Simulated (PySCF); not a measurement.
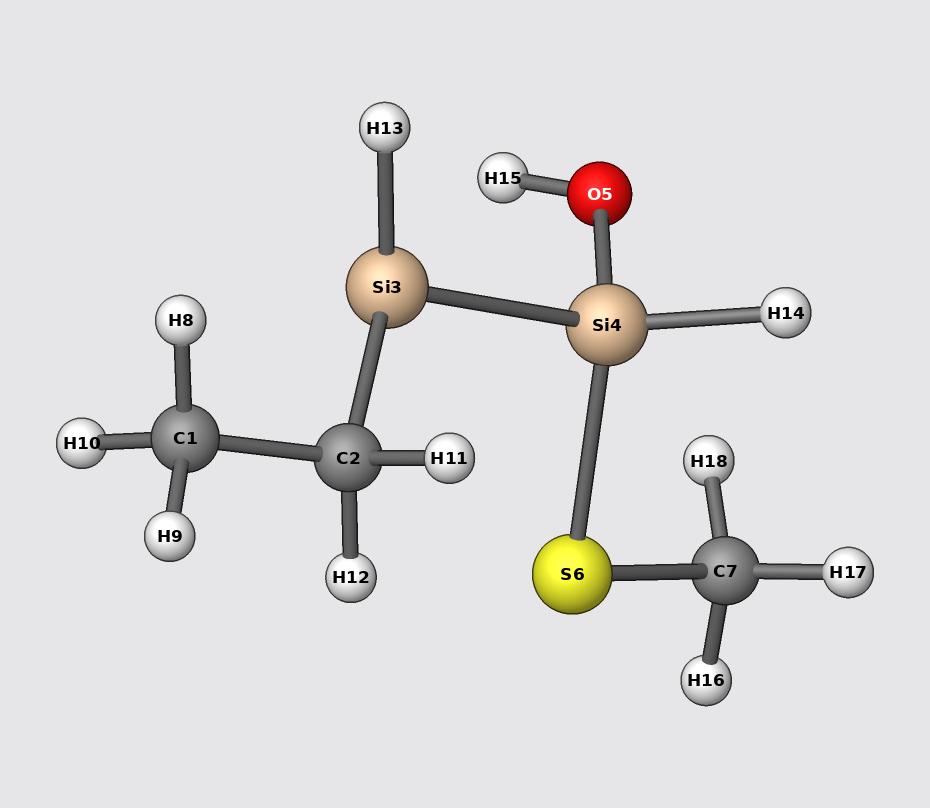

The questions are on Mulliken spin populations. Charge 0, doublet. The computed structure is the end point of a GFN2-xTB optimisation. No frequency run is at hand to confirm it as a minimum. Method: UKS B3LYP, pcH-1 on C H O S Si, non-relativistic (PySCF 2.14.0).

List the Mulliken spin populations.

| atom | value (e) |
| --- | --- |
| C1 | 0.00 |
| C2 | −0.01 |
| Si3 | 0.95 |
| Si4 | 0.02 |
| O5 | 0.00 |
| S6 | 0.01 |
| C7 | 0.00 |
| H8 | 0.00 |
| H9 | 0.00 |
| H10 | 0.00 |
| H11 | 0.02 |
| H12 | 0.00 |
| H13 | −0.01 |
| H14 | 0.03 |
| H15 | 0.00 |
| H16 | 0.00 |
| H17 | 0.00 |
| H18 | 0.00 |

Mulliken values depend strongly on the basis set. The geometry is semi-empirical. Around Si such bond lengths and angles can be off by a tenth of an ångström or more and by several degrees, and values that hang on the shape move with them.
